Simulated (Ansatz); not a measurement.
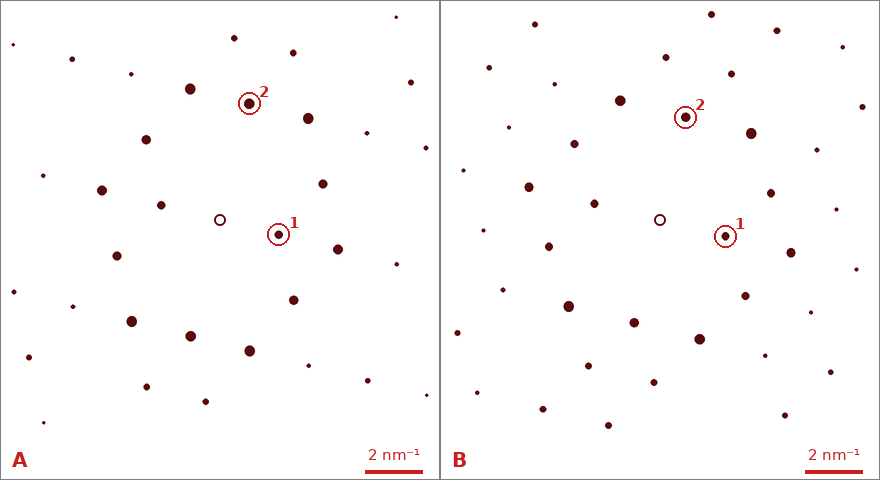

Kinematic electron diffraction patterns (200 kV, B = 0.5 Å², same scale) along [111] of the run's own cell, for the start and the end of one relaxation of Mg2S with DFT PBE, scalar-relativistic, plane waves, PAW in Ansatz. k mesh 10×10×10. The start is a generated model structure, and the relaxation ends in the nearest stationary point of its symmetry, not necessarily the ground state. Spot 1 is -1 1 0 and spot 2 is -1 -1 2 in both.

Start structure:

```yaml
crystal:
  lattice:
    - [-3.28756, 3.28756, 2.73657]
    - [3.28756, -3.28756, 2.73657]
    - [3.28756, 3.28756, -2.73657]
  atoms:
    - { symbol: Mg, position: [0.66700, 0.16700, 0.83400] }
    - { symbol: Mg, position: [0.16700, 0.33300, 0.50000] }
    - { symbol: Mg, position: [0.33300, 0.83300, 0.16600] }
    - { symbol: Mg, position: [0.83300, 0.66700, 0.50000] }
    - { symbol: S, position: [0.25000, 0.25000, 0.00000] }
    - { symbol: S, position: [0.75000, 0.75000, 0.00000] }
```

**Which pattern belongs to the start structure, and which to the relaxed one?**

A is the start: its cell gives d(1) = 4.649 Å, d(2) = 2.358 Å and an angle of 90.0°. B is the relaxed structure, with d(1) = 4.184 Å (-10.0 %), d(2) = 2.666 Å (+13.0 %) and 90.0°.

**Name reflections whose intensity changes strongly on relaxation.**

1 -2 1 goes from 57 to 31 % of the strongest spot.

**What did the relaxation do to the structure and the energy?**

The volume changed by +2.4 % to 20.19 Å³ an atom; with the mean shift removed, the atoms moved by up to 0.11 Å relative to the cell (Mg most); the space group stayed I4/mcm (No. 140); the free energy fell by 340 meV an atom. Relaxed cell: a = 5.429 Å, b = 5.429 Å, c = 5.429 Å, α = 113.95°, β = 113.95°, γ = 100.84°.
